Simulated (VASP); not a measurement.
Band structure of WSe2. Level of theory: PBEsol GGA, VASP's PBE PAW potentials (set 64) (plane waves; VASP).

The cell holds a wide vacuum, so values per volume refer to the whole cell. Unless said otherwise, spin-orbit coupling is left out, though it shifts the bands of the heavy elements here.

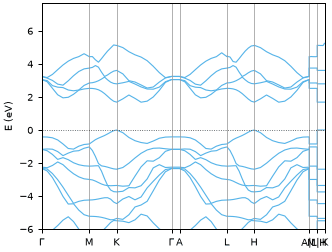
Fig. 1. Bands along high-symmetry lines, zero at the valence-band maximum or, without a gap, the Fermi level

Read the plot: is there a gap, and where are the band edges?

The gap is indirect, 1.68 eV, from the valence maximum at K to the conduction minimum at K-Γ at 0.44. (Edges off the drawn lines would not show.)

The cell is a sheet with vacuum, built from a database entry that may be metastable or hypothetical.
